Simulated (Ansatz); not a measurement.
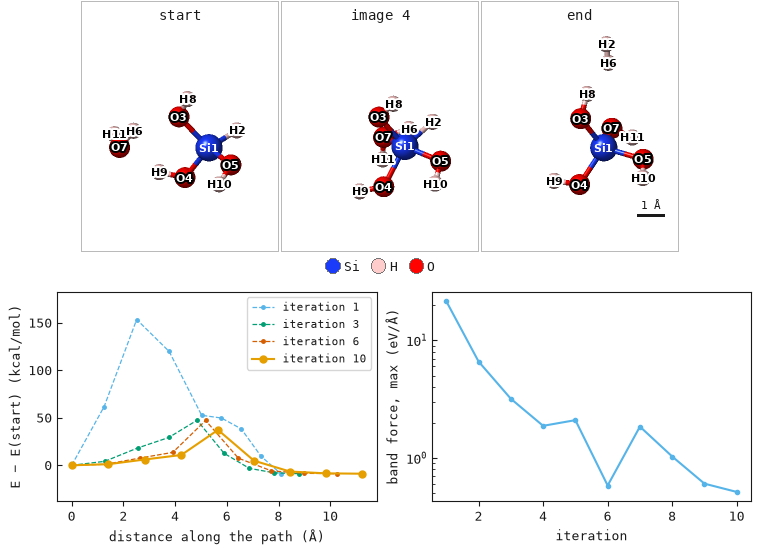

NEB run on SiH6O4. Images are numbered from 0 (start) to 8 (end). The plot follows the band through its iterations. Style: ball-and-stick. Shown at a tilt.

Method: RKS PBE0/def2-SVP (Ansatz). Set-up: 7 movable images; climbing image; force threshold 0.05 eV/Å; iteration limit 10; starting path through a guess of the saddle point.

> How did the profile develop, and is the result final?

The result isn't final. The band hadn't converged when the run stopped after 10 iterations. The largest component of the band force went from 21 to 0.52 eV/Å. The barrier read from it is provisional: over the last two iterations the highest image moved from 42.6 kcal/mol to 37.3 kcal/mol. The iteration limit was low. The first iteration put the highest image at 153.5 kcal/mol. The highest point, image 4, lies 37.3 kcal/mol above the start and 46.1 kcal/mol above the end; the end is at −8.9 kcal/mol relative to the start.

The run took 3 min on 2 threads of Intel(R) Xeon(R) CPU @ 2.80GHz (Skylake/Cascade Lake) (shared host), peak memory 0.24 GiB.
